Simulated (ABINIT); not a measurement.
## A GW chain in ABINIT: BaWO4 (I4_1/a)

Aim: the G0W0 gap of BaWO4 (I4_1/a) on PBEsol, step by step.

Method: PBEsol and many-body steps on it, plane waves, in ABINIT 10.8.3.

**What was measured.**

- Gap 5.26 eV: direct gap from absorption edge with Urbach fit; optical absorption; 300 K; bulk crystal (thin cleaved platelet of Czochralski crystal, 10-30 um thick) (“Optical absorption of divalent metal tungstates: Correlation between the band-gap energy and the cation ionic radius”, 2008, arxiv:0807.2115).

### Step 1. The structure

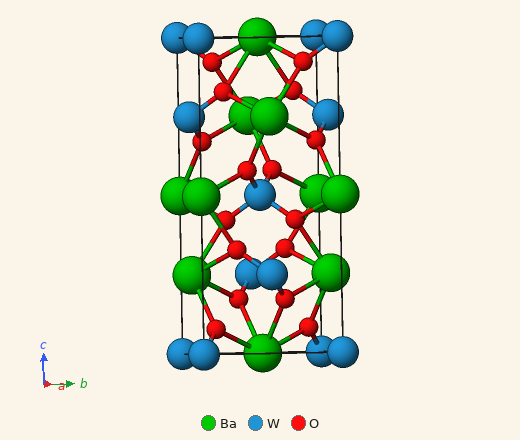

Start, viewed slightly off an axis; barium green, tungsten blue, oxygen red. This picture shows the conventional cell, with its axes. Bonds to atoms that aren't drawn are left out. Some periodic images of atoms are drawn too.

The cell and positions are those that the Materials Project relaxed with its own functionals (PBE, PBE+U or r2SCAN), kept fixed. Spin-orbit coupling is left out unless a step names it.

### Step 2. Ground state

This step: ABINIT 10.8.3; DFT, PBEsol, plane waves, norm-conserving pseudopotentials.

The ground-state density comes first.

The input, run.abi:

```
acell 3*1.0 Angstrom
rprim 
  -2.833365905000 2.833365905000 6.369266870000
  2.833365905000 -2.833365905000 6.369266870000
  2.833365905000 2.833365905000 -6.369266870000
ntypat 3
znucl 56 74 8
natom 12
typat 1 1 2 2 3 3 3 3 3 3 3 3
xred 
  0.250000000000 0.750000000000 0.500000000000
  0.500000000000 0.500000000000 -0.000000000000
  0.750000000000 0.250000000000 0.500000000000
  -0.000000000000 0.000000000000 -0.000000000000
  0.152144770000 0.046891860000 0.356239950000
  0.690651910000 0.795904820000 0.643760050000
  0.059348090000 0.454095180000 0.856239950000
  0.545904820000 0.402144770000 0.605252910000
  0.204095180000 0.847855230000 0.894747090000
  0.953108140000 0.309348090000 0.105252910000
  0.796891860000 0.940651910000 0.394747090000
  0.597855230000 0.203108140000 0.143760050000
pp_dirpath "pseudos"
pseudos "Ba.upf, W.upf, O.upf"
ecut 36
ngkpt 4 4 4
nshiftk 1
shiftk 0 0 0
kptopt 1
chksymbreak 0
nband 58
occopt 1
tolvrs 1e-08
nstep 60
prtwf 0
optforces 0
optstress 0
indata_prefix "in"
outdata_prefix "out"
tmpdata_prefix "tmp"
```

Command:

```sh
OMP_NUM_THREADS=1 mpirun -n 4 abinit run.abi > log
```

Numbers of over 12 decimals in the logs are rounded to 6 here.

What it wrote:

```text
.Version 10.8.3 of ABINIT. v10.8.2 released Aug 2026.

 Symmetries : space group I4_1/a (# 88); Bravais tI (body-center tetrag.)
================================================================================
 Values of the parameters that define the memory need of the present run
     intxc =       0    ionmov =       0      iscf =       7    lmnmax =       8
     lnmax =       8     mgfft =      80  mpssoang =       4    mqgrid =    3001
     natom =      12  nloc_mem =       1    nspden =       1   nspinor =       1
    nsppol =       1      nsym =       8    n1xccc =    2501    ntypat =       3
    occopt =       1   xclevel =       2
-    mband =          58        mffmem =           1         mkmem =           4
       mpw =       14269          nfft =      512000          nkpt =          14
================================================================================
  Rough estimation (10% accuracy) of disk space for files :
================================================================================

--------------------------------------------------------------------------------
------------- Echo of variables that govern the present computation ------------
--------------------------------------------------------------------------------
 -outvars: echo values of preprocessed input variables --------
            acell      1.8897261259E+00  1.8897261259E+00  1.8897261259E+00 Bohr

      chksymbreak           0
             ecut      3.60000000E+01 Hartree
-          fftalg         312

              ixc     -116133
              kpt      0.00000000E+00  0.00000000E+00  0.00000000E+00
                       2.50000000E-01  0.00000000E+00  0.00000000E+00
                       5.00000000E-01  0.00000000E+00  0.00000000E+00
                       2.50000000E-01  2.50000000E-01  0.00000000E+00
                       5.00000000E-01  2.50000000E-01  0.00000000E+00
                      -2.50000000E-01  2.50000000E-01  0.00000000E+00
                       2.50000000E-01  5.00000000E-01  0.00000000E+00
                       5.00000000E-01  5.00000000E-01  0.00000000E+00
                       2.50000000E-01  2.50000000E-01  2.50000000E-01
                      -2.50000000E-01  2.50000000E-01  2.50000000E-01
                       5.00000000E-01  5.00000000E-01  2.50000000E-01
[...]
kptrlatt        4    0    0      0    4    0      0    0    4
          kptrlen      4.28342846E+01
P           mkmem           4
            natom          12
            nband          58
            ngfft          80      80      80
             nkpt          14
            nstep          60
             nsym           8
           ntypat           3
              occ      2.000000  2.000000  2.000000  2.000000  2.000000  2.000000
                       2.000000  2.000000  2.000000  2.000000  2.000000  2.000000
                       2.000000  2.000000  2.000000  2.000000  2.000000  2.000000
                       2.000000  2.000000  2.000000  2.000000  2.000000  2.000000
                       2.000000  2.000000  2.000000  2.000000  2.000000  2.000000
                       2.000000  2.000000  2.000000  2.000000  2.000000  2.000000
                       2.000000  2.000000  2.000000  2.000000  2.000000  2.000000
                       2.000000  2.000000  2.000000  2.000000  2.000000  2.000000
                       0.000000  0.000000  0.000000  0.000000  0.000000  0.000000
                       0.000000  0.000000  0.000000  0.000000
        optforces           0
        optstress           0
            prtwf           0
            rprim     -2.8333659050E+00  2.8333659050E+00  6.3692668700E+00
[...]
spgroup          88

           tolvrs      1.00000000E-08

             xred      2.5000000000E-01  7.5000000000E-01  5.0000000000E-01
[...]
znucl       56.00000   74.00000    8.00000

================================================================================

 chkinp: Checking input parameters for consistency.

================================================================================
== DATASET  1 ==================================================================
-   mpi_nproc: 4, omp_nthreads: 1 (-1 if OMP is not activated)

--- !DatasetInfo
iteration_state: {dtset: 1, }
dimensions: {natom: 12, nkpt: 14, mband: 58, nsppol: 1, nspinor: 1, nspden: 1, mpw: 14269, }
cutoff_energies: {ecut:  36.0, pawecutdg:  -1.0, }
electrons: {nelect:   9.60000000E+01, charge:   0.00000000E+00, occopt:   1.00000000E+00, tsmear:   1.00000000E-02, }

 Real(R)+Recip(G) space primitive vectors, cartesian coordinates (Bohr,Bohr^-1):
 R(1)= -5.3542856  5.3542856 12.0361700  G(1)=  0.0000000  0.0933831  0.0415415
 R(2)=  5.3542856 -5.3542856 12.0361700  G(2)=  0.0933831  0.0000000  0.0415415
 R(3)=  5.3542856  5.3542856-12.0361700  G(3)=  0.0933831  0.0933831  0.0000000
 Unit cell volume ucvol=  1.3802297E+03 bohr^3
 Angles (23,13,12)=  1.35761672E+02  1.35761672E+02  6.43490105E+01 degrees

 getcut: wavevector=  0.0000  0.0000  0.0000  ngfft=  80  80  80
         ecut(hartree)=     36.000   => boxcut(ratio)=   2.08331

--- Pseudopotential description ------------------------------------------------
- Ba Generated using ONCVPSP code by D. R. Hamann
- 56.00000  10.00000  180301                  znucl, zion, pspdat
[...]
2   -1.335834
 pspatm: atomic psp has been read  and splines computed

   1.20584172E+04                                ecore*ucvol(ha*bohr**3)
--------------------------------------------------------------------------------

_setup2: Arith. and geom. avg. npw (full set) are   14238.297   14238.282

================================================================================

--- !BeginCycle
iteration_state: {dtset: 1, }
solver: {iscf: 7, nstep: 60, nline: 4, wfoptalg: 0, }
tolerances: {tolvrs: 1.00E-08, }

     iter   Etot(hartree)      deltaE(h)  residm     vres2
 ETOT  1  -338.85912009269    -3.389E+02 1.299E-01 8.647E+03
 ETOT  2  -336.53825138817     2.321E+00 4.188E-02 2.717E+04
 ETOT  3  -340.19613678739    -3.658E+00 1.880E-02 7.659E+02
 ETOT  4  -340.23811072518    -4.197E-02 8.034E-03 2.492E+02
 ETOT  5  -340.25844204871    -2.033E-02 1.076E-02 1.842E+00
 ETOT  6  -340.25856399449    -1.219E-04 4.527E-03 1.696E+00
 ETOT  7  -340.25870012714    -1.361E-04 3.236E-03 2.234E-02
 ETOT  8  -340.25870331284    -3.186E-06 3.388E-03 2.884E-03
 ETOT  9  -340.25870346800    -1.552E-07 2.587E-03 1.465E-04
 ETOT 10  -340.25870347907    -1.107E-08 8.397E-04 6.062E-07
 ETOT 11  -340.25870347913    -5.895E-11 2.886E-03 6.662E-08
 ETOT 12  -340.25870347916    -2.444E-11 6.004E-04 5.022E-09

 At SCF step   12       vres2   =  5.02E-09 < tolvrs=  1.00E-08 =>converged.

--- !ResultsGS
iteration_state: {dtset: 1, }
comment   : Summary of ground state results
lattice_vectors:
- [ -5.3542856,   5.3542856,  12.0361700, ]
- [  5.3542856,  -5.3542856,  12.0361700, ]
- [  5.3542856,   5.3542856, -12.0361700, ]
lattice_lengths: [  14.21992,   14.21992,   14.21992, ]
lattice_angles: [135.762, 135.762,  64.349, ] # degrees, (23, 13, 12)
lattice_volume:   1.3802297E+03
convergence: {deltae: -2.444E-11, res2:  5.022E-09, residm:  6.004E-04, diffor:  0.000E+00, }
etotal    :  -3.40258703E+02
entropy   :   0.00000000E+00
fermie    :   1.18662808E-01
cartesian_stress_tensor: null
pressure_GPa: null
xred      :
- [  2.5000E-01,   7.5000E-01,   5.0000E-01, Ba]
- [  5.0000E-01,   5.0000E-01,   1.0474E-17, Ba]
- [  7.5000E-01,   2.5000E-01,   5.0000E-01,  W]
- [  0.0000E+00,   0.0000E+00,   0.0000E+00,  W]
- [  1.5214E-01,   4.6892E-02,   3.5624E-01,  O]
- [  6.9065E-01,   7.9590E-01,   6.4376E-01,  O]
- [  5.9348E-02,   4.5410E-01,   8.5624E-01,  O]
- [  5.4590E-01,   4.0214E-01,   6.0525E-01,  O]
- [  2.0410E-01,   8.4786E-01,   8.9475E-01,  O]
- [  9.5311E-01,   3.0935E-01,   1.0525E-01,  O]
- [  7.9689E-01,   9.4065E-01,   3.9475E-01,  O]
- [  5.9786E-01,   2.0311E-01,   1.4376E-01,  O]
cartesian_forces: null
force_length_stats: {min: null, max: null, mean: null, }

 Integrated electronic density in atomic spheres:
 ------------------------------------------------
 Atom  Sphere_radius  Integrated_density
[...]
================================================================================

 ----iterations are completed or convergence reached----

 Mean square residual over all n,k,spin=   53.279E-07; max=  60.039E-05
 reduced coordinates (array xred) for   12 atoms
[...]
0.545904820000      0.402144770000      0.605252910000
       0.204095180000      0.847855230000      0.894747090000
       0.953108140000      0.309348090000      0.105252910000
       0.796891860000      0.940651910000      0.394747090000
       0.597855230000      0.203108140000      0.143760050000
 rms dE/dt=  0.0000E+00; max dE/dt=  0.0000E+00; dE/dt below (all hartree)
    1       0.000000000000      0.000000000000      0.000000000000
    2       0.000000000000      0.000000000000      0.000000000000
    3       0.000000000000      0.000000000000      0.000000000000
    4       0.000000000000      0.000000000000      0.000000000000
    5       0.000000000000      0.000000000000      0.000000000000
    6       0.000000000000      0.000000000000      0.000000000000
    7       0.000000000000      0.000000000000      0.000000000000
    8       0.000000000000      0.000000000000      0.000000000000
    9       0.000000000000      0.000000000000      0.000000000000
[...]
cartesian coordinates (angstrom) at end:
[...]
8      1.307578     2.122228     2.183364
    9      4.359154     0.711138     1.001270
   10     -1.525788     2.122228     7.370537
   11      1.525788     0.711138     8.552630
   12     -0.711138     1.525788     4.185903
 length scales=  1.889726125908  1.889726125908  1.889726125908 bohr
              =  1.000000000000  1.000000000000  1.000000000000 angstroms
 prteigrs : about to open file out_EIG
 Fermi (or HOMO) energy (hartree) =   0.11866   Average Vxc (hartree)=  -0.36547
 Eigenvalues (hartree) for nkpt=  14  k points:
 kpt#   1, nband= 58, wtk=  0.01563, kpt=  0.0000  0.0000  0.0000 (reduced coord)
  -2.56921   -2.56920   -1.26208   -1.26208   -1.26202   -1.26202   -1.26157   -1.26131
  -0.77585   -0.77286   -0.48223   -0.46886   -0.46394   -0.45758   -0.45758   -0.45613
  -0.45290   -0.45290   -0.23424   -0.23424   -0.23390   -0.22620   -0.22620   -0.22605
  -0.01255   -0.00848   -0.00848   -0.00484   -0.00416    0.00899    0.01316    0.01607
   0.01607    0.01729    0.02262    0.02290    0.06878    0.07433    0.07433    0.08592
   0.08745    0.08745    0.08929    0.10101    0.10101    0.10962    0.11866    0.11866
   0.29163    0.30008    0.30669    0.31290    0.31642    0.34288    0.34288    0.35803
   0.36556    0.36620
 prteigrs : prtvol=0 or 1, do not print more k-points.

--- !EnergyTerms
iteration_state     : {dtset: 1, }
comment             : Components of total free energy in Hartree
kinetic             :  1.40908995408651E+02
hartree             :  9.06522117104499E+01
xc                  : -7.89647631824050E+01
Ewald energy        : -2.13155481690300E+02
psp_core            :  8.73652933104978E+00
local_psp           : -3.00446382620393E+02
non_local_psp       :  1.20101875637916E+01
total_energy        : -3.40258703479156E+02
total_energy_eV     : -9.25891100392803E+03
band_energy         : -3.62829024760661E+01

== END DATASET(S) ==============================================================
================================================================================

 -outvars: echo values of variables after computation  --------
           etotal     -3.4025870348E+02
            nband          58
             nkpt          14
          spgroup          88
 [... the other variables as echoed above ...]

 Calculation completed.
```

Run time: 4.1 min. Hardware: 4 MPI ranks of Arm Neoverse V2, shared host; peak memory 0.96 GiB.

This step gave:

```yaml
total_energy: -9258.9110 eV
gap: 4.678 eV
k_of_the_valence_top: 0, 0, 0
k_of_the_conduction_bottom: 0.5, 0.5, 0.5
least_direct_gap: 4.707 eV
```

The gap is indirect, with the least direct gap 0.03 eV higher.

### Step 3. Empty states on the mesh, 2×2×2 mesh, 349 bands

The sums over transitions need many empty states on a uniform mesh; this step solves for them.

Changes to run.abi since step 2:

```diff
@@ -25,3 +25,3 @@
 ecut 36
-ngkpt 4 4 4
+ngkpt 2 2 2
 nshiftk 1
@@ -30,9 +30,10 @@
 chksymbreak 0
-nband 58
-occopt 1
-tolvrs 1e-08
+iscf -2
+irdden 1
+istwfk *1
+nband 349
+nbdbuf 30
+tolwfr 1e-09
 nstep 60
-prtwf 0
-optforces 0
-optstress 0
+prtvol 0
 indata_prefix "in"
```

What it wrote:

```text
.Version 10.8.3 of ABINIT. v10.8.2 released Aug 2026.

 Symmetries : space group I4_1/a (# 88); Bravais tI (body-center tetrag.)
[... echo of the input left out ...]
== DATASET  1 ==================================================================
-   mpi_nproc: 4, omp_nthreads: 1 (-1 if OMP is not activated)

--- !DatasetInfo
iteration_state: {dtset: 1, }
dimensions: {natom: 12, nkpt: 4, mband: 349, nsppol: 1, nspinor: 1, nspden: 1, mpw: 14316, }
cutoff_energies: {ecut:  36.0, pawecutdg:  -1.0, }
electrons: {nelect:   9.60000000E+01, charge:   0.00000000E+00, occopt:   1.00000000E+00, tsmear:   1.00000000E-02, }

 Real(R)+Recip(G) space primitive vectors, cartesian coordinates (Bohr,Bohr^-1):
 R(1)= -5.3542856  5.3542856 12.0361700  G(1)=  0.0000000  0.0933831  0.0415415
 R(2)=  5.3542856 -5.3542856 12.0361700  G(2)=  0.0933831  0.0000000  0.0415415
 R(3)=  5.3542856  5.3542856-12.0361700  G(3)=  0.0933831  0.0933831  0.0000000
 Unit cell volume ucvol=  1.3802297E+03 bohr^3
 Angles (23,13,12)=  1.35761672E+02  1.35761672E+02  6.43490105E+01 degrees

 getcut: wavevector=  0.0000  0.0000  0.0000  ngfft=  80  80  80
         ecut(hartree)=     36.000   => boxcut(ratio)=   2.08331

--- Pseudopotential description ------------------------------------------------
- Ba Generated using ONCVPSP code by D. R. Hamann
- 56.00000  10.00000  180301                  znucl, zion, pspdat
12 -116133 2 -1 1936                          pspcod,pspxc,lmax,lloc,mmax
     nproj     2     2     2     0
  pspatm : epsatm=   26.37418133
         --- l  ekb(1:nproj) -->
             0    6.652372    0.677024
             1    5.027722    0.408462
             2    2.543237    0.416854
 pspatm: atomic psp has been read  and splines computed

- W Generated using ONCVPSP code by D. R. Hamann
- 74.00000  14.00000  180301                  znucl, zion, pspdat
12 -116133 3 -1 1396                          pspcod,pspxc,lmax,lloc,mmax
     nproj     2     2     2     2
  pspatm : epsatm=   11.51367016
         --- l  ekb(1:nproj) -->
[...]
pspatm: atomic psp has been read  and splines computed

- O Generated using ONCVPSP code by D. R. Hamann
-  8.00000   6.00000  180301                  znucl, zion, pspdat
12 -116133 2 -1 936                           pspcod,pspxc,lmax,lloc,mmax
     nproj     2     2     1     0
  pspatm : epsatm=    6.22910120
         --- l  ekb(1:nproj) -->
[...]
2   -1.335834
 pspatm: atomic psp has been read  and splines computed

--------------------------------------------------------------------------------

================================================================================
 prteigrs : about to open file out_EIG
 Non-SCF case, kpt    1 (  0.00000  0.00000  0.00000), residuals and eigenvalues=
  2.17E-10  2.68E-10  1.23E-10  2.13E-10  5.55E-10  4.38E-10  1.07E-10  8.75E-11
[...]
-2.5692E+00 -2.5692E+00 -1.2621E+00 -1.2621E+00 -1.2620E+00 -1.2620E+00
 -1.2616E+00 -1.2613E+00 -7.7585E-01 -7.7286E-01 -4.8223E-01 -4.6886E-01
 -4.6394E-01 -4.5758E-01 -4.5758E-01 -4.5613E-01 -4.5290E-01 -4.5290E-01
[...]
2.6177E+00  2.6305E+00  2.6306E+00  2.6397E+00  2.6430E+00  2.6443E+00
  2.6469E+00  2.6543E+00  2.6588E+00  2.6667E+00  2.6704E+00  2.6857E+00
  2.6920E+00
 prteigrs : prtvol=0 or 1, do not print more k-points.

--- !ResultsGS
iteration_state: {dtset: 1, }
comment   : Summary of ground state results
lattice_vectors:
- [ -5.3542856,   5.3542856,  12.0361700, ]
- [  5.3542856,  -5.3542856,  12.0361700, ]
- [  5.3542856,   5.3542856, -12.0361700, ]
lattice_lengths: [  14.21992,   14.21992,   14.21992, ]
lattice_angles: [135.762, 135.762,  64.349, ] # degrees, (23, 13, 12)
lattice_volume:   1.3802297E+03
convergence: {deltae:  0.000E+00, res2:  0.000E+00, residm:  9.978E-10, diffor:  0.000E+00, }
etotal    :  -3.40258703E+02
entropy   :   0.00000000E+00
fermie    :   1.18662808E-01
cartesian_stress_tensor: null
pressure_GPa: null
xred      :
- [  2.5000E-01,   7.5000E-01,   5.0000E-01, Ba]
- [  5.0000E-01,   5.0000E-01,   1.0474E-17, Ba]
- [  7.5000E-01,   2.5000E-01,   5.0000E-01,  W]
- [  0.0000E+00,   0.0000E+00,   0.0000E+00,  W]
- [  1.5214E-01,   4.6892E-02,   3.5624E-01,  O]
- [  6.9065E-01,   7.9590E-01,   6.4376E-01,  O]
- [  5.9348E-02,   4.5410E-01,   8.5624E-01,  O]
[...]
- [  7.9689E-01,   9.4065E-01,   3.9475E-01,  O]
- [  5.9786E-01,   2.0311E-01,   1.4376E-01,  O]
cartesian_forces: null
force_length_stats: {min: null, max: null, mean: null, }

 Integrated electronic density in atomic spheres:
 ------------------------------------------------
 Atom  Sphere_radius  Integrated_density
[...]
================================================================================

 ----iterations are completed or convergence reached----

 Mean square residual over all n,k,spin=   48.549E-11; max=  99.783E-11
 reduced coordinates (array xred) for   12 atoms
[...]
0.796891860000      0.940651910000      0.394747090000
       0.597855230000      0.203108140000      0.143760050000

 cartesian coordinates (angstrom) at end:
    1      2.833366     0.000000     3.184633
    2      0.000000     0.000000     6.369267
    3      0.000000     2.833366     3.184633
[...]
11      1.525788     0.711138     8.552630
   12     -0.711138     1.525788     4.185903
 length scales=  1.889726125908  1.889726125908  1.889726125908 bohr
              =  1.000000000000  1.000000000000  1.000000000000 angstroms
 prteigrs : about to open file out_EIG
 Eigenvalues (hartree) for nkpt=   4  k points:
 kpt#   1, nband=349, wtk=  0.12500, kpt=  0.0000  0.0000  0.0000 (reduced coord)
[...]
2.56243    2.57588    2.57588    2.58114    2.58845    2.60824    2.61155    2.61773
   2.61775    2.63053    2.63056    2.63972    2.64304    2.64426    2.64693    2.65426
   2.65879    2.66670    2.67040    2.68565    2.69202
 prteigrs : prtvol=0 or 1, do not print more k-points.

== END DATASET(S) ==============================================================
================================================================================

 -outvars: echo values of variables after computation  --------
            nband         349
             nkpt           4
          spgroup          88
 [... the other variables as echoed above ...]

 Calculation completed.
```

Run time: 5.5 min. Hardware: 4 MPI ranks; peak memory 0.92 GiB.

Numbers from this step:

```yaml
gap: 4.678 eV
k_of_the_valence_top: 0, 0, 0
k_of_the_conduction_bottom: 0.5, 0.5, 0.5
least_direct_gap: 4.707 eV
k_points_computed: 4
lowest_point_of_the_top_converged_band_above_the_valence_top: 63.8749 eV
```

On this mesh the gap is 4.678 eV.

(Continued in part 2 of 2.)

[Paths, hosts, dates, memory and timing lines, banners, echoed tables and standing remarks are left out of the program output.]

[Logs are printed without paths, hosts, clocks, repeated set-up lines and the standing remarks that a program may print on its own settings, such as how far it seeks lower states.]

[Runs of the session that timed out or met a known fault of the program may be left out.]

[Hosts, paths, dates, database ids (printed as entryN), source tags and the programs' standing remarks are cut or masked in the printed files.]

[G0W0 gaps are taken among the corrected bands and points alone; a level outside them can change the order at an edge.]

[Where Ansatz stands beside ABINIT at settings called matched, ABINIT's density can come from a denser mesh and the files from another edition; pairs whose starting gaps differed by over 0.03 eV were left out, so agreement reads better than it is.]
